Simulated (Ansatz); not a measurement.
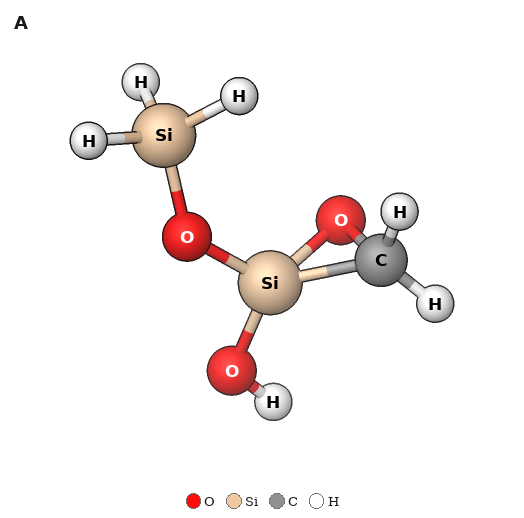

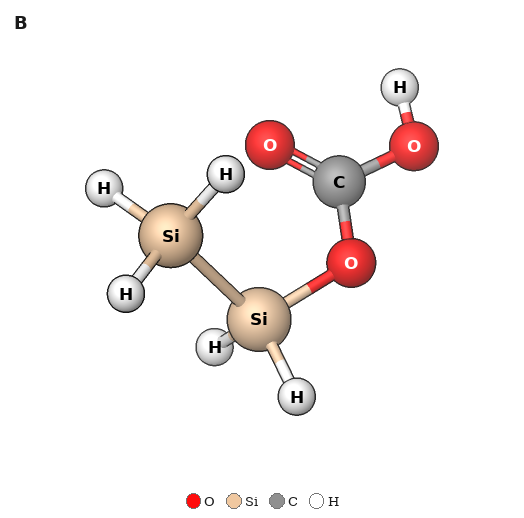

2 stationary structures of one formula. Geometries: PBE-D4/def2-SVP. Electronic energies: PBE-D4/def2-SVP (Ansatz 0.2.0), without zero-point energy. No frequency run is at hand to confirm each as a minimum. Each is one conformer, not always the lowest.

Are they conformers, stereoisomers or constitutional isomers?

They are constitutional isomers of CH6O3Si2: A `O[Si@@]1(O[SiH3])CO1`, B `O=C(O)O[SiH2][SiH3]`.

Rank them by energy, lowest first.

A is lowest; B lies 0.839 eV above it.
